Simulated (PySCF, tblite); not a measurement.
**C₈H₃ClF radical: geometry, infrared bands and EPR parameters**

What infrared bands and EPR parameters should C₈H₃ClF radical (`[C]#C/C(F)=C/C#CC(=C)Cl`) show?

The runs use tblite 0.8.0 and PySCF 2.14.0, with density-fitted response routines of our own; the level of theory stands in each step. All values are computed, except where a source is named. Atoms are numbered from 0 throughout.

**1. Starting geometry**

13 atoms, charge 0, multiplicity 2; geometry from: force field or distance geometry start.

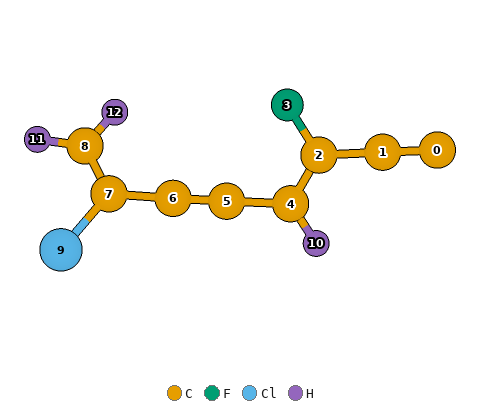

The starting geometry (carbon amber, fluorine teal, chlorine blue, hydrogen purple), atoms numbered; sticks join atoms by distance.

**2. Geometry optimisation with GFN2-xTB**

What the job is given:

```
{"job": {"kind": "relax", "xc": "GFN2-xTB", "basis": "xTB"}, "charge": 0, "multiplicity": 2}
C      4.945700    -0.008400    -0.862100
C      3.734100     0.031200    -0.629400
C      2.336600     0.039400    -0.323000
F      1.930600     0.773300     0.755100
C      1.442900    -0.608600    -1.061600
C      0.063400    -0.509700    -0.670800
C     -1.090900    -0.407100    -0.347000
C     -2.463400    -0.274300     0.068800
C     -2.925600     0.927100     0.382300
Cl    -3.562900    -1.642600     0.164500
H      1.771500    -1.178000    -1.932700
H     -3.943600     1.110000     0.694900
H     -2.242900     1.748100     0.322500
```

Started as:

```bash
> OMP_NUM_THREADS=1 python probes_run.py task.json out
```

The driver reads the jobs from task.json and runs them one after another.

**Question.** This job is followed by: GFN2-xTB harmonic vibrations, gas phase; UKS B3LYP, pcH-1 on C Cl F H, non-relativistic, mean-field spin-orbit, GIAO. What will the session give for the following? strongest single infrared mode (GFN2-xTB); zero-point energy (GFN2-xTB); g(iso) (B3LYP); ⟨S²⟩; largest a(iso); potential on the surface of density 0.002 e/bohr³, 1st and 99th percentile.

The runs gave:

| quantity | value |
| --- | --- |
| strongest single infrared mode (GFN2-xTB) | 1968 cm⁻¹, 1520 km/mol |
| zero-point energy (GFN2-xTB) | 45.3 kcal/mol |
| g(iso) (B3LYP) | 2.00312 |
| ⟨S²⟩ | 0.808 (exact 0.75) |
| largest a(iso) | 13C on C0, 123.3 MHz |
| potential on the surface of density 0.002 e/bohr³, 1st and 99th percentile | -1.83 V and 1.65 V |

In words: Over 94 steps the energy fell by 0.353 eV; of the close pairs, C4–C5 changed most, 1.437 to 1.384 Å. All 33 modes are real, so the xTB geometry is a minimum. The strongest single mode, at 1968 cm⁻¹, moves mainly C1 and C0. Unscaled tight-binding wavenumbers are off by several per cent, some by more. Its intensities can rank the bands wrongly. The largest spin populations lie on C0 (0.35 e), C4 (0.33 e), C6 (0.25 e). The isotropic g lies 0.8 ppt above the free-electron value. These values are for one conformer; the search (at its own cheap level) found 2 more, at 0.01, 0.44 kcal/mol (those within 0.05 may be mirror or relabelled copies), and measured spectra average over such forms.
